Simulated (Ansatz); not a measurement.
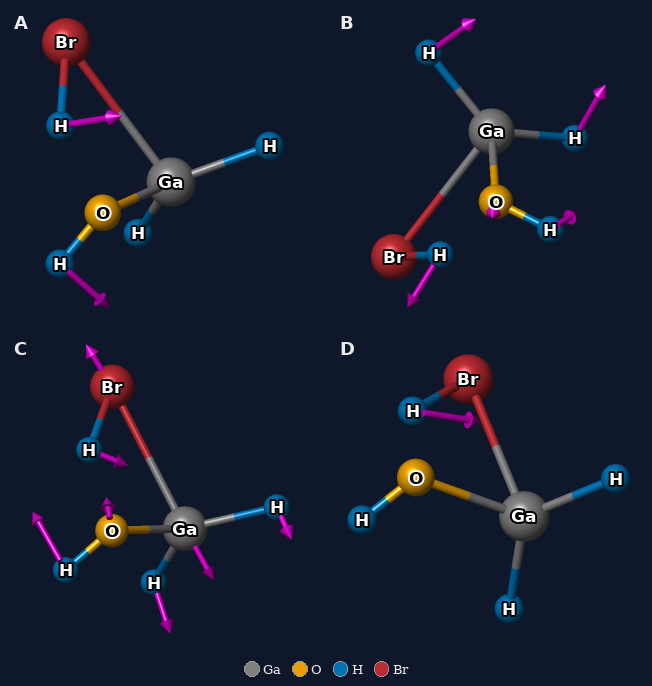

4 normal modes of one molecule or complex, as arrows. Harmonic vibrations computed with RKS PBE0-D4/def2-SVP (Ansatz 0.2.0) at a stationary point of the same level. It is a saddle point of order 1.

Match the panels to the wavenumbers 194 cm⁻¹, 704 cm⁻¹, 961 cm⁻¹, 1641 cm⁻¹.

A: 961 cm⁻¹
B: 704 cm⁻¹
C: 194 cm⁻¹
D: 1641 cm⁻¹, Br–H stretching
